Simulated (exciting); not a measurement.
Consider CsLaS2, space group R-3m.

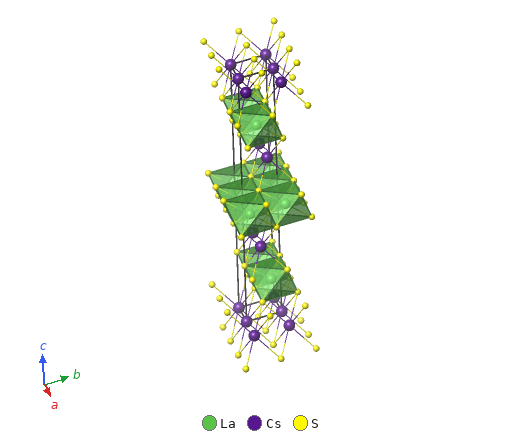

The structure (lanthanum green, caesium purple, sulfur yellow). 2×1×1 conventional cells are drawn. Some periodic images of atoms are drawn too.

```xyz
4
Lattice="2.1660 1.2505 8.1006 -2.1660 1.2505 8.1006 0.0000 -2.5011 8.1006" Properties=species:S:1:pos:R:3 pbc="T T T"
La    0.0000    0.0000   12.1510
Cs    0.0000    0.0000    0.0000
S     0.0000    0.0000   18.7347
S     0.0000    0.0000    5.5672
```

Absorber: atom 3, with 3 La at 2.93 Å and 3 Cs at 3.56 Å (distorted octahedral, site symmetry 3m). Method: exciting, all-electron LAPW+lo, LDA, exchange and screened direct term (singlet BSE), 2×2×2 shifted k points, 68 conduction bands, |G+q| up to 3 bohr⁻¹ (2.5 in the exchange term), full RPA screening with nempty = 103, Lorentzian half width 0.45 eV.

Q: Predict the S L₂,₃ near-edge structure at this level.

Bound core exciton? Yes on this mesh: the first bright state (over 5 % of the brightest) lies at -0.96 eV from the Kohn–Sham onset and at -1.05 eV from the lowest bare transition of its own mesh. Maxima (height): 2.0 eV (0.34), 9.4 eV (1.00), 12.3 eV (0.97), 14.2 eV (0.79), 17.0 eV (0.67) and 18.5 eV (0.71).

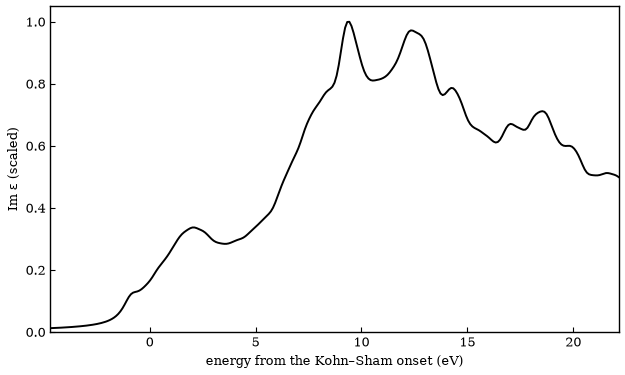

Energy from the Kohn–Sham onset, core level to the lowest empty state found on the meshes used; Im ε in relative units.

A mesh of 8 points doesn't converge binding energies, and fine structure above the first lines is partly noise of the mesh. Exchange and the short-range direct term aren't converged in the kernel cutoff. The zero comes from the unshifted 3×3×3 ground-state mesh; it is exact only where the band minimum lies on that mesh. The conduction states carry no spin here, so the exchange coupling to the spinor core hole is only partly held. The structure is a Materials Project entry, computed there, and may be a hypothetical form.

[Banner, clock and machine lines of the logs are left out without a mark of their own.]

[Logs are printed without paths, hosts, clocks, repeated set-up lines and the standing remarks that a program may print on its own settings, such as how far it seeks lower states.]

[Hosts, paths, dates, database ids (printed as entryN), source tags and the programs' standing remarks are cut or masked in the printed files.]
